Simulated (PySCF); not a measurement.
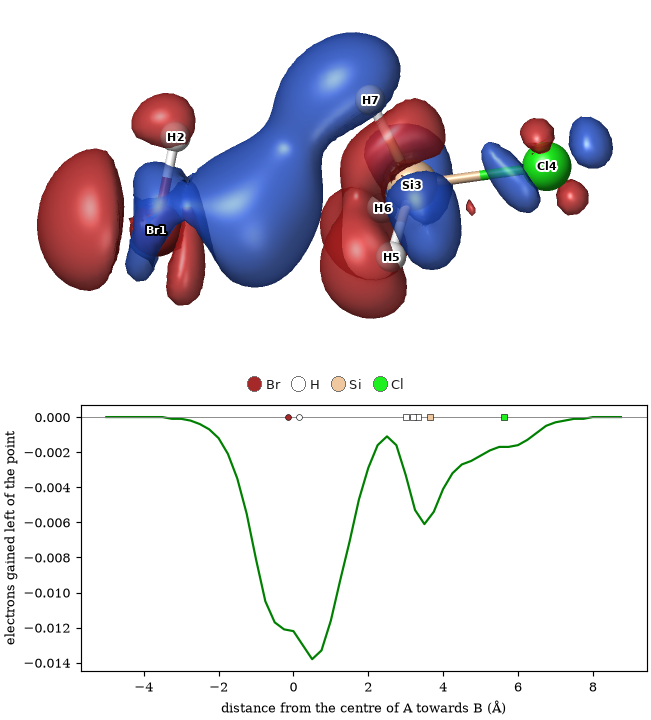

Figure. BrClH4Si, SMILES `Br.[SiH3]Cl`. Density of the complex less the densities of the two fragments at the same geometry, ±0.0008 e/Å³ (blue: gain, red: loss). Fragment A: HBr (atoms 1–2); fragment B: SiH3Cl. Below: the charge-displacement curve along the line of centres (A on the left).

Level of theory: TPSS/def2-SVPD (PySCF), at a geometry from GFN2-xTB. GFN2-xTB bond lengths at metals and heavier atoms can be off by up to 0.1 Å and shapes distorted, which carries into these values.

Coordinates in Å:

```
Br1     -2.3366    0.0370    0.0029
H2      -1.8478   -1.2726   -0.0095
Si3      1.4964   -0.0182   -0.0149
Cl4      3.5042    0.0215    0.0107
H5       1.0191    0.9749   -0.9667
H6       1.0100    0.2494    1.3334
H7       1.0778   -1.3588   -0.4315
```

Q: How is the density rearranged on binding?

A: Hirshfeld charges show 0.006 e passing from A to B. By Hirshfeld charges, electrons gather most on H7 (−0.006 e) and leave Br1 most (+0.005 e); 0.03 e is displaced in all, which induces a dipole of 0.27 D.

Q: What is the interaction energy, and which contacts carry it?

A: The counterpoise-corrected interaction energy of the frozen fragments is −0.1 kcal/mol without dispersion correction and −1.5 kcal/mol with D3(BJ). The pair geometry is semi-empirical, not a minimum at this level. Contacts: Br1···Si3, 3.83 Å, ρ = 0.005 a.u. The pose is a local one from a semi-empirical search, not shown to be the most stable.
